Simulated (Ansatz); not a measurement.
Consider Al$_{5}$Ga$_{3}$N$_{8}$.

Input file:

```
crystal:
  lattice:
    - [-0.0014430012, -0.0008331171, -5.068906025]
    - [3.1368704826, 5.4343986636, 0.0018002063]
    - [3.1378920557, -5.434988469, 0.0]
  atoms:
    - { symbol: Ga, position: [-0.0011665618, 0.1652001801, 0.3313124085] }
    - { symbol: Ga, position: [-0.0011665618, 0.1652001801, 0.8338877716] }
    - { symbol: Al, position: [-3.45467e-05, 0.6672093504, 0.3336046752] }
    - { symbol: Al, position: [-0.000349375, 0.6689294512, 0.8344647256] }
    - { symbol: Ga, position: [0.4990435759, 0.3350319092, 0.6675159546] }
    - { symbol: Al, position: [0.5000651382, 0.3355262971, 0.1677631486] }
    - { symbol: Al, position: [0.5002337958, 0.8314910624, 0.6653480313] }
    - { symbol: Al, position: [0.5002337958, 0.8314910624, 0.1661430311] }
    - { symbol: "N", position: [0.6134880633, 0.1629775434, 0.3263747209] }
    - { symbol: "N", position: [0.6134880633, 0.1629775434, 0.8366028224] }
    - { symbol: "N", position: [0.6226921533, 0.66717632, 0.33358816] }
    - { symbol: "N", position: [0.6246105432, 0.6744702899, 0.837235145] }
    - { symbol: "N", position: [0.1147659582, 0.3398643464, 0.6699321732] }
    - { symbol: "N", position: [0.1259436726, 0.3406399052, 0.1703199526] }
    - { symbol: "N", position: [0.1240761429, 0.8259072794, 0.6626518606] }
    - { symbol: "N", position: [0.1240761429, 0.8259072794, 0.1632554188] }
basis:
  ecutwfc: 420
kpoints:
  mp_grid: { grid: [6, 4, 4] }
hamiltonian:
  xc: pbesol
scf:
  occupations: { method: fixed }
output:
  forces: true
  stress: true
  eigenvalues: true
  write_density: true
  write_potential: true
  elf: true
  volumetric_format: npy
relax:
  adjacent_minimum: "off"
  f_tol: 0.0015
  max_steps: 50
  cell: { stress_tol: 0.02 }
```

Command:

```sh
ansatz run input.yaml --threads 4 --pin off --max-ram 10240MiB --backend cpu --events-out ev --progress --plain --runs-dir out
```

Below, planes, directions and counts refer to the conventional cell (a = 10.87 Å, b = 6.28 Å, c = 5.07 Å, α = 90.00°, β = 90.04°, γ = 90.00°).

The fields are those of the relaxed geometry.

Space group Cm; a generated structure, not necessarily the stable one.

Method: Ansatz, DFT PBEsol, scalar-relativistic, plane waves, PAW.

What can the converged valence pseudo-density and electron localisation function tell about the bonding?

Answer. Ga–N (1.95 Å): ρ is about 0.76 e/Å³ halfway; the ELF peaks at about 0.85 in the valence shell of N, 0.7 Å from its nucleus, and is about 0.45 at the midpoint.

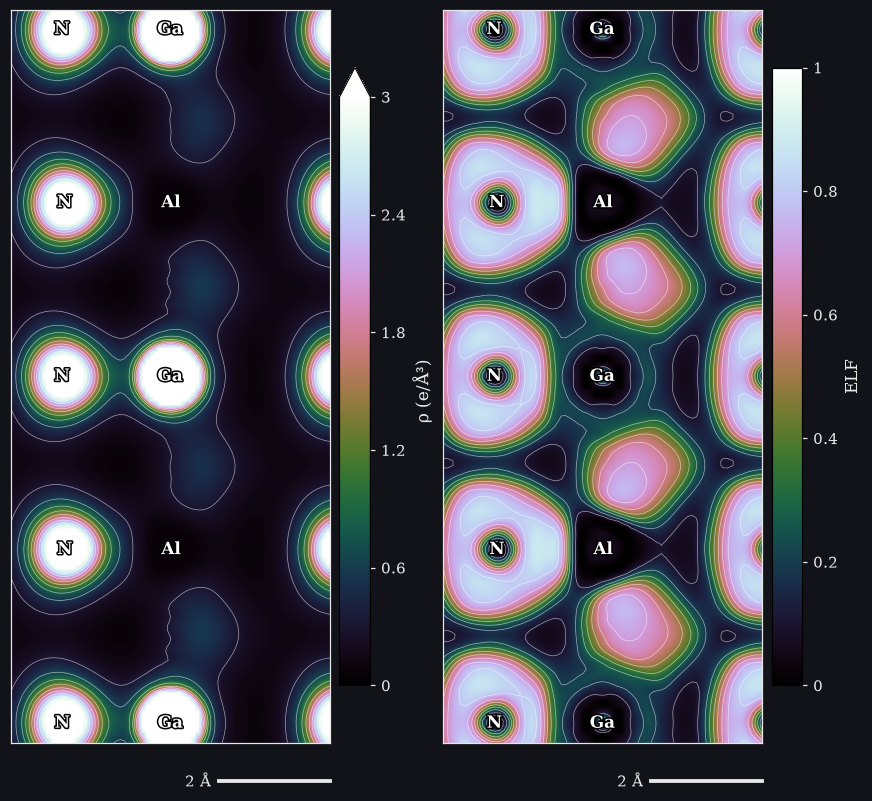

Computed valence pseudo-density and electron localisation function on the (110) plane of the conventional cell, in this order. Atoms just off the plane (Al, 0.9 Å away and N, 0.9 Å away) can leave unmarked features too.

In a PAW calculation such maps are meaningful between the atoms, not at the nuclei.
